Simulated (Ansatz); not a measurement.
## Electronic structure of BrClGe (SMILES [Cl][Ge][Br]) in real space

Input

```
crystal:
  periodic: [false, false, false]
  atoms:
    - { symbol: Cl, position_ang: [0.3786, 1.7309, 0.3866] }
    - { symbol: Ge, position_ang: [-0.771, 0.0791, -0.4104] }
    - { symbol: Br, position_ang: [0.3815, -1.8747, 0.0106] }
basis:
  gaussian: { orbitals: def2-SVP }
hamiltonian:
  xc: b3lyp
relax:
  f_tol: 0.02
  max_steps: 40
scf:
  lower_state_search: "off"
output:
  orbitals: {}
```

Launched as:

```sh
ansatz run input.yaml --threads 1 --pin off --max-ram 2048MiB --backend cpu --events-out ev --progress --plain --runs-dir out
```

The fields are those of the relaxed geometry.

The calculation used RKS B3LYP/def2-SVP in Ansatz 0.2.0.

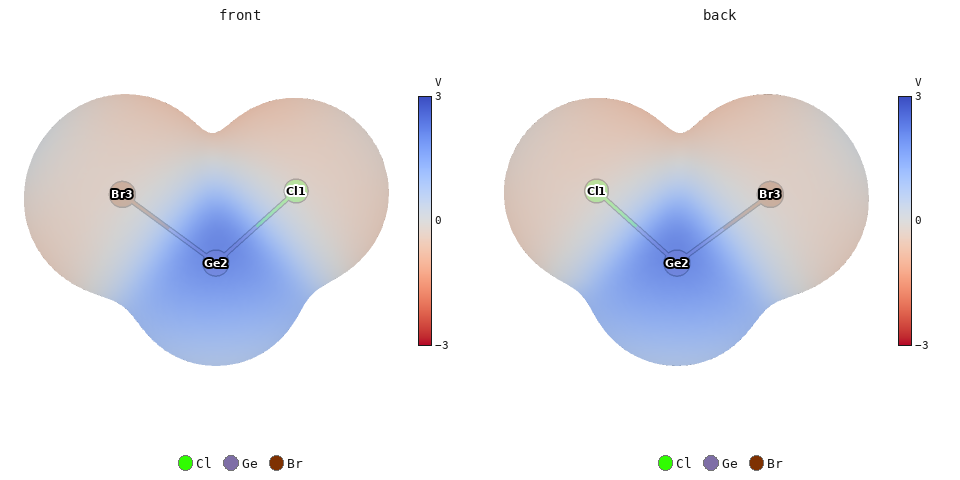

Figure 1. The electrostatic potential painted on the density surface at 0.002 e/bohr³, seen from the front and from behind; red is negative and blue positive.

> Where is the surface potential most negative and most positive?

The most negative region (about −0.6 V) lies over Cl1 and Br3, the most positive (about +2.1 V) over Ge2.

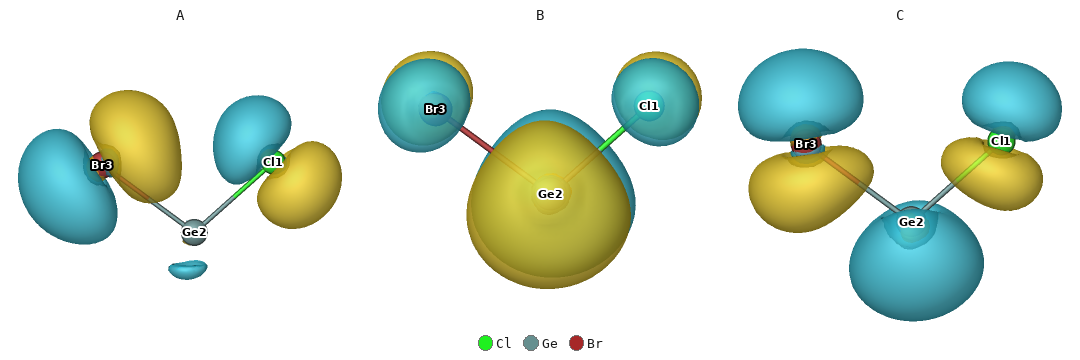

Figure 2. Three frontier orbitals at ±0.1 Å⁻³ᐟ² (yellow and cyan are the two phases), in no order.

> Which picture is the HOMO−1, the HOMO and the LUMO?

A is the HOMO−1 (−8.04 eV). Its weight (Hirshfeld) is mainly on Br3 (about 65 %) and Cl1 (about 30 %); it is symmetric in the molecular plane (an in-plane orbital: σ, lone-pair or in-plane π type). C is the HOMO (−7.59 eV). Its weight (Hirshfeld) is mainly on Br3 (about 45 %), Ge2 (about 35 %) and Cl1 (about 20 %); it is symmetric in the molecular plane (an in-plane orbital: σ, lone-pair or in-plane π type). B is the LUMO (−3.28 eV). Its weight (Hirshfeld) is mainly on Ge2 (about 75 %), Br3 (about 10 %) and Cl1 (about 10 %); it changes sign across the molecular plane (π type).

> What is the HOMO–LUMO gap?

4.31 eV between the orbital energies.
